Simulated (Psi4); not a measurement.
**LRC-wPBEh/def2-QZVP (density fitting, core potential) run of [SnF3]− (SMILES [F][Sn-]([F])[F])**

What is the energy change on altering one bond length of [SnF3]− at LRC-wPBEh/def2-QZVP (density fitting, core potential)? 

Program for the calculation: Psi4 1.11.

## (1) The molecule

The species is [SnF3]− (4 atoms), meant as a singlet with charge -1. As SMILES, `[F][Sn-]([F])[F]`. Geometry: a GFN2-xTB relaxation, a rough one for these elements and not checked as a minimum.

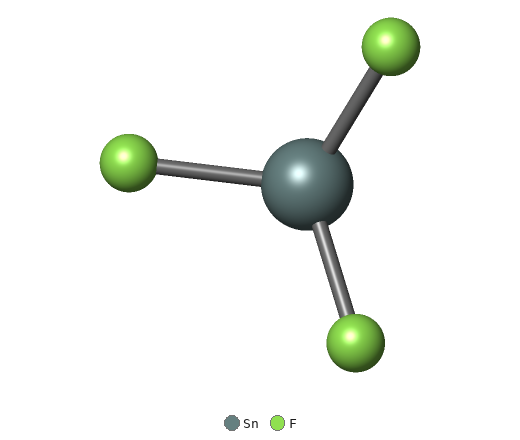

Viewed from a chosen angle; tin teal, fluorine green.

## (2) The energy at LRC-wPBEh/def2-QZVP (density fitting, core potential)

Contents of f3sn.xyz:

```xyz
4
F3Sn
Sn    -0.003600     0.003250     0.470980
F      2.168720    -0.038430    -0.140950
F     -1.050450     1.893510    -0.178070
F     -1.114670    -1.858330    -0.151950
```

Contents of f3sn.py:

```python
import psi4

psi4.set_memory('1600 MB')
psi4.set_num_threads(1)
psi4.set_output_file('psi4.out', False)

with open('f3sn.xyz') as f:
    atoms = ''.join(f.readlines()[2:])
molecule = psi4.geometry('-1 1\n' + atoms + 'symmetry c1')

psi4.set_options({
    'basis': 'def2-QZVP',
    'scf_type': 'df',
})

E = psi4.energy("lrc-wpbeh")
print(f'total energy {E:.8f} hartree = {E * 27.211386:.5f} eV')
for k, v in sorted(psi4.core.scalar_variables().items()):
    print(f'{k:45s} {v:18.10f}')
```

Command:

```sh
$ python f3sn.py
```

psi4.out, cut to the lines that bear on the results:

```text
[...]
    !!!  WARNING: ECP capability is in beta. Please check occupations closely.  !!!
[...]
  Running in c1 symmetry.
[...]
  Nuclear repulsion =  173.566244298710757
[...]
  Multiplicity = 1
[...]
  Nalpha       = 25
  Nbeta        = 25
[...]
    Number of basis functions: 253
[...]
   @DF-RKS iter   1:  -513.54543053316593   -2.19808e+00   4.05326e-03 ADIIS/DIIS
[...]
   @DF-RKS iter   9:  -513.90371362257497   -6.38567e-07   9.83027e-07 DIIS
[...]
    Orbital Energies [Eh]
    ---------------------
    Doubly Occupied:
       1A    -24.488675     2A    -24.488597     3A    -24.488379
       4A     -5.043537     5A     -3.386638     6A     -3.383911
       7A     -3.383907     8A     -0.992408     9A     -0.992216
      10A     -0.987455    11A     -0.963111    12A     -0.963104
      13A     -0.959131    14A     -0.948703    15A     -0.948699
      16A     -0.383068    17A     -0.279698    18A     -0.279545
      19A     -0.257180    20A     -0.248997    21A     -0.248899
      22A     -0.246071    23A     -0.245943    24A     -0.243649
      25A     -0.169045
[...]
  @DF-RKS Final Energy:  -513.90371362257497
   => Energetics <=
    Nuclear Repulsion Energy =            173.5662442987107568
    One-Electron Energy =               -1153.0179910185497647
    Two-Electron Energy =                 501.0849270902161834
    DFT Exchange-Correlation Energy =     -35.5368939929522156
    Empirical Dispersion Energy =           0.0000000000000000
    VV10 Nonlocal Energy =                  0.0000000000000000
    Total Energy =                       -513.9037136225749691
[...]
 Multipole Moments:
 ------------------------------------------------------------------------------------
     Multipole            Electronic (a.u.)      Nuclear  (a.u.)        Total (a.u.)
 ------------------------------------------------------------------------------------
 L = 1.  Multiply by 2.5417464519 to convert [e a0] to [Debye]
 Dipole X            :         -0.1129694            0.1017052           -0.0112642
 Dipole Y            :          0.0987940           -0.0918172            0.0069768
 Dipole Z            :         14.4335764          -13.3057939            1.1277825
 Magnitude           :                                                    1.1278603
[...]
```

Standard output:

```text
total energy -513.90371362 hartree = -13984.03232 eV
CURRENT ENERGY                                   -513.9037136226
CURRENT REFERENCE ENERGY                         -513.9037136226
DD SOLVATION ENERGY                                 0.0000000000
DFT FUNCTIONAL TOTAL ENERGY                      -513.9037136226
DFT TOTAL ENERGY                                 -513.9037136226
DFT VV10 ENERGY                                     0.0000000000
DFT XC ENERGY                                     -35.5368939930
GRID ELECTRONS ALPHA                               24.9999882768
GRID ELECTRONS BETA                                24.9999882768
GRID ELECTRONS TOTAL                               49.9999765535
NUCLEAR REPULSION ENERGY                          173.5662442987
ONE-ELECTRON ENERGY                             -1153.0179910185
PCM POLARIZATION ENERGY                             0.0000000000
PE ENERGY                                           0.0000000000
SCF ITERATION ENERGY                             -513.9037136226
SCF ITERATIONS                                      9.0000000000
SCF TOTAL ENERGY                                 -513.9037136226
TWO-ELECTRON ENERGY                               501.0849270902
XC GRID RADIAL POINTS                              75.0000000000
XC GRID SPHERICAL POINTS                          302.0000000000
XC GRID TOTAL POINTS                            88169.0000000000
```

Run time: 11 s. Hardware: 1 thread of INTEL XEON PLATINUM 8581C at 2.30GHz (Emerald Rapids), shared host; peak memory 1.2 GiB.

## (3) The distorted shape at the same level

Contents of input.json:

```json
{
 "schema_name": "qcschema_input",
 "schema_version": 1,
 "molecule": {
  "schema_name": "qcschema_molecule",
  "schema_version": 2,
  "symbols": ["Sn", "F", "F", "F"],
  "geometry": [-6.1644, 0.12428729, 2.62458203, 4.09828684, -0.07262217, -0.2663569, -8.1426598, 3.69636099, 1.39805529, -8.26401801, -3.39358907, 1.44741494],
  "molecular_charge": -1,
  "molecular_multiplicity": 1,
  "fix_symmetry": "c1"
 },
 "driver": "energy",
 "model": {
  "method": "lrc-wpbeh",
  "basis": "def2-QZVP"
 },
 "keywords": {
  "scf_type": "df"
 }
}
```

Command:

```sh
$ psi4 --qcschema input.json -n 1 --memory 1600MB
```

stdout, cut to the lines that bear on the results:

```text
[...]
    !!!  WARNING: ECP capability is in beta. Please check occupations closely.  !!!
[...]
  Running in c1 symmetry.
[...]
  Nuclear repulsion =  135.424528975280026
[...]
  Multiplicity = 1
[...]
  Nalpha       = 25
  Nbeta        = 25
[...]
    Number of basis functions: 253
[...]
   @DF-RKS iter   1:  -513.36880111198946   -2.17688e+00   4.35371e-03 DIIS/ADIIS
[...]
   @DF-RKS iter  15:  -513.78759062187214   -4.31171e-07   4.94448e-07 DIIS
[...]
    Orbital Energies [Eh]
    ---------------------
    Doubly Occupied:
       1A    -24.587301     2A    -24.587210     3A    -24.324918
       4A     -5.174298     5A     -3.519715     6A     -3.514173
       7A     -3.512394     8A     -1.102811     9A     -1.102633
      10A     -1.095664    11A     -1.093910    12A     -1.091167
      13A     -1.066713    14A     -1.059391    15A     -0.810633
      16A     -0.484379    17A     -0.371757    18A     -0.346176
      19A     -0.345333    20A     -0.337961    21A     -0.336321
      22A     -0.305202    23A     -0.090158    24A     -0.090126
      25A     -0.087092
[...]
  @DF-RKS Final Energy:  -513.78759062187214
   => Energetics <=
    Nuclear Repulsion Energy =            135.4245289752800261
    One-Electron Energy =               -1073.6941052118072548
    Two-Electron Energy =                 459.9738706979383664
    DFT Exchange-Correlation Energy =     -35.4918850832833428
    Empirical Dispersion Energy =           0.0000000000000000
    VV10 Nonlocal Energy =                  0.0000000000000000
    Total Energy =                       -513.7875906218721411
[...]
 Multipole Moments:
 ------------------------------------------------------------------------------------
     Multipole            Electronic (a.u.)      Nuclear  (a.u.)        Total (a.u.)
 ------------------------------------------------------------------------------------
 L = 1.  Multiply by 2.5417464519 to convert [e a0] to [Debye]
 Dipole X            :        -30.0777654           23.1157542           -6.9620112
 Dipole Y            :          0.6741478           -0.5333873            0.1407605
 Dipole Z            :         22.9188681          -19.7887160            3.1301521
 Magnitude           :                                                    7.6346097
[...]
```

The result, in JSON:

```text
{
 "driver": "energy",
 "model": {
  "method": "lrc-wpbeh",
  "basis": "def2-QZVP"
 },
 "success": true,
 "return_result": -513.7875906218721,
 "properties": {
  "calcinfo_nbasis": 253,
  "calcinfo_nmo": 253,
  "calcinfo_nalpha": 25,
  "calcinfo_nbeta": 25,
  "calcinfo_natom": 4,
  "nuclear_repulsion_energy": 135.42452897528003,
  "return_energy": -513.7875906218721,
  "scf_one_electron_energy": -1073.6941052118073,
  "scf_two_electron_energy": 459.97387069793837,
  "scf_xc_energy": -35.49188508328334,
  "scf_dipole_moment": [-6.962011217200779, 0.14076052749761825, 3.1301520633561886],
  "scf_total_energy": -513.7875906218721,
  "scf_iterations": 15
 }
}
```

Run time: 13 s. Hardware: 1 thread of INTEL XEON PLATINUM 8581C at 2.30GHz (Emerald Rapids), shared host; peak memory 1 GiB.

## (4) What came out

At LRC-wPBEh/def2-QZVP (density fitting, core potential):

| quantity | value |
| --- | --- |
| first shape: total energy | -513.90371 Eh |
| first shape: HOMO energy | -4.60 eV |
| first shape: LUMO energy | 4.00 eV |
| first shape: HOMO–LUMO gap (to an unbound level, set by the basis) | 8.60 eV |
| distorted shape: total energy | -513.78759 Eh |
| distorted shape: HOMO energy | -2.37 eV |
| distorted shape: LUMO energy | 0.53 eV |
| distorted shape: HOMO–LUMO gap (to an unbound level, set by the basis) | 2.90 eV |
| energy change with the Sn1–F2 bond stretched from 2.257 to 5.643 Å | 3.160 eV |

In words: With the Sn1–F2 bond stretched from 2.257 to 5.643 Å the energy rises by 3.16 eV (73 kcal/mol). The first shape isn't relaxed at this level, so the change isn't measured from a minimum.
